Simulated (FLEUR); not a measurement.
**Convergence study of the k-point mesh at a smearing width of 0.05 eV for Pb (Fm-3m, 1 atom in the cell)**

```yaml
crystal:
  lattice:
    - [0.00000, 2.46758, 2.46758]
    - [2.46758, 0.00000, 2.46758]
    - [2.46758, 2.46758, 0.00000]
  atoms:
    - { symbol: Pb, position: [0.00000, 0.00000, 0.00000] }
```

Method of the run: PBE, all-electron FLAPW (FLEUR), scalar-relativistic valence.

Base settings: Kmax = 3.8 1/bohr; GmaxXC = 11.4 1/bohr; xcFunctional = pbe; jspins = 1; l_soc = F; mode = hist; fermiSmearingEnergy = 0.00367493 Htr; mesh (inpgen div1-3) = 8 8 8; inpgen gamma flag = true; Gmax = 11.4 1/bohr.

In this ladder: fermiSmearingEnergy = 0.00183747 Htr. Moved along: kpt_gamma.

The second cell is the first with its lattice scaled by 0.98.

Only quantities that move along the ladder and can be compared are tabulated.

The starting cell has typed, rounded lattice constants, without a prior relaxation at this level. Its lattice was rescaled by up to half a per cent. Values depend on the basis (sphere radii, cutoffs, local orbitals), which need not be converged.

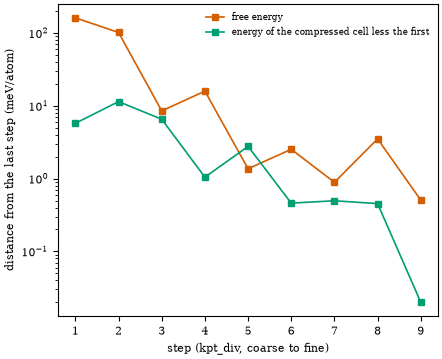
*Distance from the last step along the ladder; very small values are drawn at a floor.*

| kpt_div | free energy less the last step's (meV/atom) | energy of the compressed cell less the first (meV/atom) |
|---|---|---|
| 4 4 4 | 162.05 | 46.40 |
| 6 6 6 | 102.03 | 63.59 |
| 7 7 7 | -8.53 | 58.70 |
| 9 9 9 | -15.94 | 51.11 |
| 10 10 10 | 1.37 | 49.38 |
| 13 13 13 | 2.53 | 51.69 |
| 15 15 15 | -0.89 | 51.66 |
| 18 18 18 | 3.51 | 51.70 |
| 22 22 22 | 0.51 | 52.16 |
| 27 27 27 | 0.00 | 52.15 |

Coarsest kpt_div that holds the free energy within 5 meV/atom of the last step, with all finer ones: 10 10 10; the step before is off by 16 meV/atom.

Coarsest kpt_div that holds the energy of the compressed cell less the first within 2 meV/atom of the last step, with all finer ones: 13 13 13; the step before is off by 2.8 meV/atom.

The energy difference between the two cells stays within 1 meV/atom of the last step's from 13 13 13 on, the total only from 22 22 22 on: much of the error is common to both cells and cancels.

Left out of this page: 1 run of the series failed or unconverged.
